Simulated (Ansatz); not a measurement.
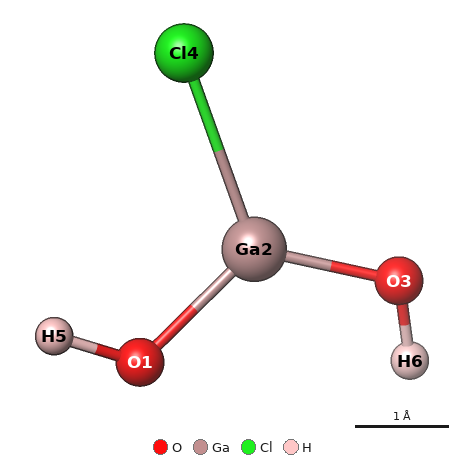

Source: calculation with Ansatz.

Orthographic view. Atoms fade into the background with distance from the viewer. Geometry: atoms displaced at random (about 0.12 Å) from a stationary point of PBE0-D4.

Write a Z-matrix (Å, degrees) in the order of the atom numbers, with these reference atoms: 2 to 1; 3 to 2, 1; 4 to 2, 3, 1; 5 to 1, 2, 3; 6 to 3, 2, 1.

```
O  
Ga   1   1.746
O    2   1.609   1   123.2
Cl   2   2.303   3   122.2   1   166.7
H    1   1.038   2   118.2   3   161.4
H    3   0.961   2   110.0   1    27.5
```
